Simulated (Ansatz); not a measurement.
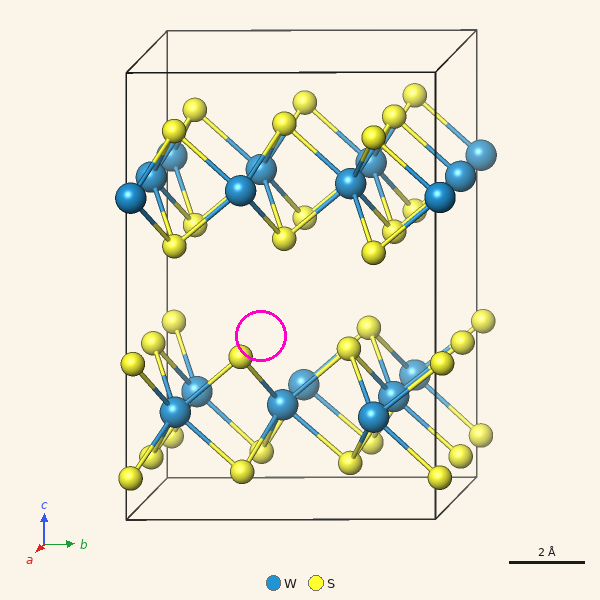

This ball-and-stick model is shown slightly off an axis. Thin lines show the supercell, with boundary atoms drawn in all their periodic places. The host is WS2, in a cell of 36 sites, and the cell carries a charge of -1. A ring marks the defect's site.

Question: Which defect is modelled here, and what are its neighbours?

Answer: A sulfur vacancy. Around the empty site lie three W at about 2.3 to 2.4 Å.

Level of theory and settings: DFT LDA, scalar-relativistic, plane waves, PAW (Ansatz 0.2.0), a basis cut at 420 eV, 2×2×2 k-points, Gaussian smearing of 0.01 eV, collinear spins.

Question: Is a magnetic moment found?

Answer: No net moment.

The atoms were relaxed in the host's cell with Ansatz 0.2.0, DFT LDA, scalar-relativistic, plane waves, PAW.
